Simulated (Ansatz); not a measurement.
# One shape, several levels: SiH3F (SMILES F[SiH3])

Aim: a comparison of 6 runs (UPBE/STO-3G, wB97M-V/STO-3G, wB97X/STO-3G, UMP2/STO-3G, CCSDTQ/STO-3G, FCI/STO-3G) of SiH3F. 

Program for the calculation: Ansatz 0.2.0.

57 further runs of the same task are left out: 2 that didn't finish, 55 set aside as unsound or not needed.

## (1) Starting point

The species is SiH3F (5 atoms), meant as a singlet with charge 0. As SMILES, `F[SiH3]`. The H3–Si2 distance was set to 3.704 Å, away from the relaxed value. At this shape a bond of the SMILES string is far longer than usual.

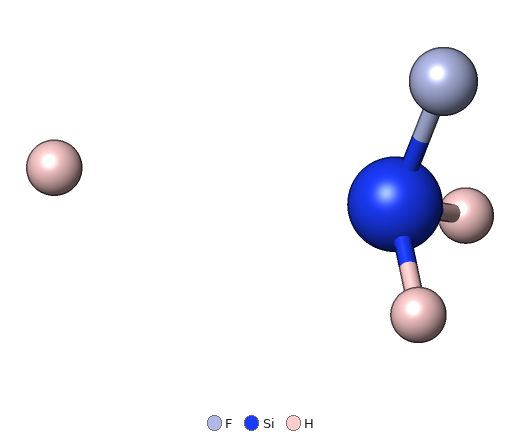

The structure, seen from a chosen angle (fluorine light blue, silicon blue, hydrogen pink).

## (2) A single-point energy at UPBE/STO-3G (run 1)

Contents of molecule.yaml:

```yaml
basis:
  gaussian: {orbitals: STO-3G}
crystal:
  periodic: [false, false, false]
  atoms:
    - {symbol: F, position_ang: [-0.657948, 0.422751, 2.977506]}
    - {symbol: Si, position_ang: [0.659952, 0.240651, 2.088806]}
    - {symbol: H, position_ang: [-0.367800, -0.192600, -1.443700]}
    - {symbol: H, position_ang: [1.385252, -0.957949, 2.571106]}
    - {symbol: H, position_ang: [1.497152, 1.453351, 2.242906]}
accuracy: high
hamiltonian: {xc: pbe}
magnetization: {spin_polarized: true}
```

Launch:

```console
$ ansatz run molecule.yaml --threads 1 --pin off --max-ram 2610MiB --events-out events.jsonl --progress --plain --runs-dir runs
```

Log:

```text
Warning: RAYON_NUM_THREADS=1 ignored (pool sized by the plan → 1); use --threads N
Functional definition: PBE
  name "PBE"
  parameter kappa = 0.804
  parameter beta = 0.06672455060314922
  exchange = pbe_x(kappa = kappa, mu = beta*pi^2/3)
  correlation = pbe_c(beta = beta)
284 factors; integrals over basis functions are off by at most 3.1e-8 eV
mean field evaluation 1: about -10489.0817 eV, gradient 1.6e1 eV
mean field evaluation 2: about -10482.8735 eV, gradient 2.0e1 eV
mean field evaluation 4: about -10489.5076 eV, gradient 1.3e1 eV
mean field evaluation 8: about -10490.5437 eV, gradient 7.7e0 eV
mean field evaluation 16: about -10498.5905 eV, gradient 1.7e-4 eV
mean field evaluation 32: about -10498.8189 eV, gradient 1.1e1 eV
mean field -10499.85552553 eV, -385.8625735055 hartree, gradient 7.7e-8 eV, S^2 0.993938; 3 other end points of the search recorded, 0 dependent functions left out
reference -10499.85552753 eV, -385.8625735791 hartree; 13, 13 occupied and 4, 4 virtual orbitals, 284 factors
Total energy: -10499.85552753 eV, -385.8625735791 hartree
```

It took 3.6 s on 1 thread of Intel Xeon Platinum 8259CL at 2.50GHz (Skylake/Cascade Lake), shared host; peak memory 0.14 GiB.

## (3) A single-point energy at wB97M-V/STO-3G (run 2)

Contents of molecule.yaml:

```yaml
basis:
  gaussian:
    orbitals: STO-3G
crystal:
  periodic: [false, false, false]
  atoms:
    - symbol: F
      position_ang: [-0.657948, 0.422751, 2.977506]
    - symbol: Si
      position_ang: [0.659952, 0.240651, 2.088806]
    - symbol: H
      position_ang: [-0.367800, -0.192600, -1.443700]
    - symbol: H
      position_ang: [1.385252, -0.957949, 2.571106]
    - symbol: H
      position_ang: [1.497152, 1.453351, 2.242906]
total_charge: 0
hamiltonian:
  xc: {name: wB97M-V}
accuracy: high
```

Launch:

```console
$ ansatz run molecule.yaml --threads 1 --pin off --max-ram 2610MiB --events-out events.jsonl --progress --plain --runs-dir runs
```

Log, shortened:

```text
Warning: RAYON_NUM_THREADS=1 ignored (pool sized by the plan → 1); use --threads N
Functional definition: wB97M-V
  name "wB97M-V"
[...]
  gx(w, u) = 1 - cx + cx01*u + cx10*w
  gss(w, u) = css00 + css04*u^4 + css10*w + css20*w^2 + css43*w^4*u^3
  gos(w, u) = cos00 + cos10*w + (cos20 + cos21*u)*w^2 + (cos60 + cos61*u)*w^6
[...]
      + integral(e_c_pw_mod_opposite_spin*gos(b97_w_opposite, b97_u_opposite)) + vv10(b, c)
284 factors; integrals over basis functions are off by at most 3.1e-8 eV
127 factors; integrals over basis functions are off by at most 1.5e-9 eV
[...]
mean field -10504.69598094 eV, -386.0404569609 hartree, gradient 8.4e-8 eV, S^2 0.000000; 0 other end points of the search recorded, 0 dependent functions left out
reference -10504.69598361 eV, -386.0404570590 hartree; 13, 13 occupied and 4, 4 virtual orbitals, 284 factors
Total energy: -10504.69598361 eV, -386.0404570590 hartree
```

Run time: 11 s. Hardware: 1 thread of Intel Xeon Platinum 8259CL at 2.50GHz (Skylake/Cascade Lake), shared host; peak memory 0.27 GiB.

Runs 3 to 5 aren't shown in full; the table further down has their settings and results.

## (4) A single-point energy at FCI/STO-3G (run 6)

Contents of run.yaml:

```yaml
crystal:
  periodic: [false, false, false]
  atoms:
    - {symbol: F, position_ang: [-0.657948, 0.422751, 2.977506]}
    - {symbol: Si, position_ang: [0.659952, 0.240651, 2.088806]}
    - {symbol: H, position_ang: [-0.367800, -0.192600, -1.443700]}
    - {symbol: H, position_ang: [1.385252, -0.957949, 2.571106]}
    - {symbol: H, position_ang: [1.497152, 1.453351, 2.242906]}
basis:
  gaussian: {orbitals: STO-3G}
correlation: {method: fci, frozen_orbitals: {F: 1, H: 0, Si: 5}}
accuracy: high
```

Launch:

```console
$ ansatz run run.yaml --threads 1 --pin off --max-ram 2610MiB --events-out events.jsonl --progress --plain --runs-dir runs
```

Log, shortened:

```text
Warning: RAYON_NUM_THREADS=1 ignored (pool sized by the plan → 1); use --threads N
Functional definition: HF
  name "HF"
[...]
284 factors; integrals over basis functions are off by at most 3.1e-8 eV
[...]
mean field -10476.76673107 eV, -385.0140759594 hartree, gradient 2.7e-8 eV, S^2 0.000000; 1 other end points of the search recorded, 0 dependent functions left out; unrestricted orbitals would lower it
unrestricted determinant -10482.31289245 eV, -385.2178936306 hartree, S^2 0.9994
6 core orbitals not correlated: weight in the atoms' cores, before any rotation towards them, 1.000 or more for the frozen orbitals, at most 0.000 for the correlated occupied ones
reference -10476.76673107 eV, -385.0140759594 hartree; 7, 7 occupied and 4, 4 virtual orbitals, 284 factors
state -10484.18237248 eV, -385.2865957547 hartree
Total energy: -10484.18237248 eV, -385.2865957547 hartree
```

Wall time 0.7 s (1 thread of Intel Xeon Platinum 8259CL at 2.50GHz (Skylake/Cascade Lake), shared host).

## (5) The series

```csv
run,level,frozen core orbitals,energy (Eh),wall time
1,UPBE/STO-3G,–,-385.862574,3.6 s
2,wB97M-V/STO-3G,–,-386.040457,11 s
3,wB97X/STO-3G,–,-385.992266,4.2 s
4,UMP2/STO-3G,6,-385.264787,0.26 s
5,CCSDTQ/STO-3G,6,-385.286613,4.5 s
6,FCI/STO-3G,6,-385.286596,0.7 s
```

## (6) Summary of results

| quantity | value |
| --- | --- |
| run 6: total energy | -385.28660 Eh |
| run 6: correlation energy (6 core orbitals frozen) | -272.5 mEh |

In words: Against full CI in this basis: UMP2 +21.8 mEh; CCSDTQ -0.0 mEh. Totals of different functionals can't be ranked against each other. In run 5 the log says that unrestricted orbitals would lower the reference, so the values rest on an unstable closed-shell determinant (other closed-shell runs at this shape may share the fault). In runs 1, 2, 3, 4, 5, 6 the basis is minimal, so the values are rough. In runs 2, 3 a closed-shell determinant meets a far-stretched bond, which it describes badly. Spin contamination of the reference: run 4 ⟨S²⟩ = 1.00, run 1 ⟨S²⟩ = 0.99. Where it is this large, the reference is a mixture of spin states, and values that rest on it are in doubt. All runs together took 24 s, the longest 11 s.
